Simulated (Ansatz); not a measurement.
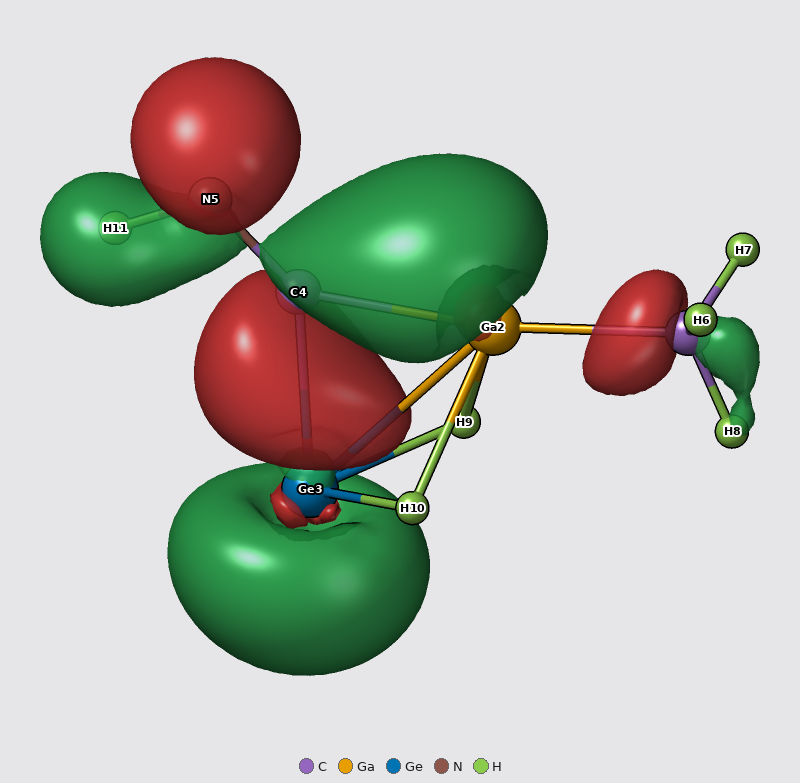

Figure. C2H6GaGeN. The HOMO at ±0.1 Å⁻³ᐟ² (green and red are the two phases), seen at a tilt.

Geometry: PBE0-D4/def2-TZVP.

Theory: RKS PBE0-D4/def2-TZVPP (Ansatz).

Input

```
crystal:
  periodic: [false, false, false]
  atoms:
    - {symbol: C, position_ang: [-1.753300, 0.092401, 1.339169]}
    - {symbol: Ga, position_ang: [-0.274028, -0.141272, 0.084774]}
    - {symbol: Ge, position_ang: [1.966798, 1.103838, -0.536704]}
    - {symbol: C, position_ang: [1.052589, -0.621032, -1.256452]}
    - {symbol: N, position_ang: [1.265318, -1.506734, -2.117828]}
    - {symbol: H, position_ang: [-1.826418, -0.779364, 1.991311]}
    - {symbol: H, position_ang: [-2.690656, 0.193762, 0.789812]}
    - {symbol: H, position_ang: [-1.589598, 0.984715, 1.943851]}
    - {symbol: H, position_ang: [0.323329, 1.595776, -0.539331]}
    - {symbol: H, position_ang: [1.381563, 0.423827, 0.925222]}
    - {symbol: H, position_ang: [2.144413, -1.345887, -2.623805]}
basis:
  gaussian: {orbitals: def2-TZVPP}
hamiltonian: {xc: pbe0, dispersion: d4}
output: {orbitals: {seedname: orbitals}}
```

Launched as:

```sh
ansatz run in.yaml --threads 4 --pin off --events-out ev --progress --plain --max-ram 10444MiB
```

**Where does this orbital lie, and at what energy?**

It lies mainly on Ge3 (about 30 %), C4 (about 20 %), N5 (about 20 %) and Ga2 (about 15 %). Its energy is −5.29 eV.
